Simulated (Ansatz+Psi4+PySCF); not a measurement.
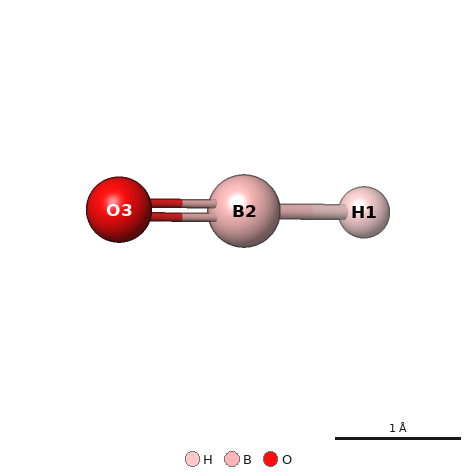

The picture comes from a calculation with Ansatz+Psi4+PySCF.

Orthographic view. Atoms fade into the background with distance from the viewer. Geometry: a fixed input geometry, not necessarily a minimum.

Write a MOL file (V2000) with the atoms in numerical order, bonds sorted by atom number with the orders drawn, and coordinates in the frame of the picture: x right, y up, z towards the viewer, origin at the mean position.

```
BHO
                    3D

  3  2  0  0  0  0  0  0  0  0999 V2000
    0.9700   -0.0100   -0.6700 H   0  0  0  0  0  0  0  0  0  0  0  0
    0.0100   -0.0000   -0.0100 B   0  0  0  0  0  0  0  0  0  0  0  0
   -0.9900    0.0100    0.6800 O   0  0  0  0  0  0  0  0  0  0  0  0
  1  2  1  0
  2  3  2  0
M  END
```
